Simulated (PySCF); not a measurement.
```xyz
17

C     3.7496   -0.1428    0.0044
C     2.4497    0.4815    0.4923
Si    0.9109   -0.3995   -0.1893
S    -0.8172    0.6329    0.6042
Si   -2.4540   -0.3493   -0.3802
C    -4.0278    0.4821    0.2512
H     3.7977   -1.1957    0.2722
H     3.8313   -0.0672   -1.0773
H     4.6088    0.3594    0.4461
H     2.4182    0.4476    1.5846
H     2.4263    1.5369    0.2162
H     0.8094   -1.7965    0.2411
H    -2.2574   -0.1768   -1.8166
H    -2.3956   -1.7667   -0.0308
H    -4.0078    1.5513    0.0595
H    -4.9054    0.0699   -0.2372
H    -4.1437    0.3449    1.3229
```

Geometry: GFN2-xTB.

These are results of UKS B3LYP, pcH-1 on C H S Si, non-relativistic, mean-field spin-orbit, GIAO (PySCF 2.14.0, density-fitted response routines), not measurements.

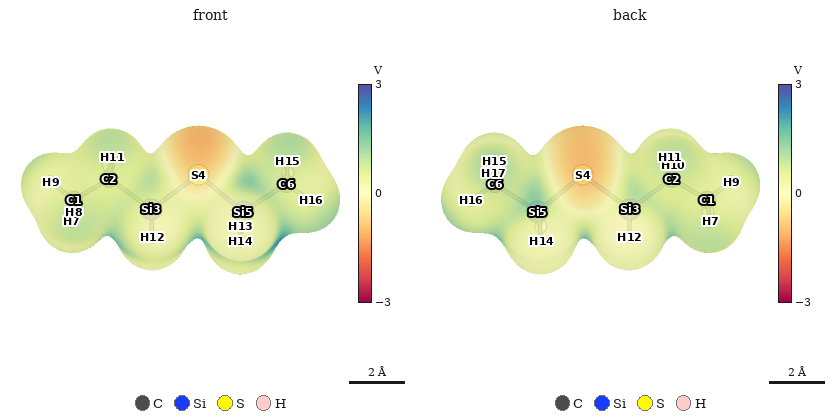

C3H11SSi2 (doublet). The electrostatic potential painted on the density surface at 0.004 e/bohr³, seen from the front and from behind; red is negative and blue positive.

Describe the electrostatic potential map.

The most negative region (about −1.0 V) lies over S4, the most positive (about +2.1 V) over Si5.
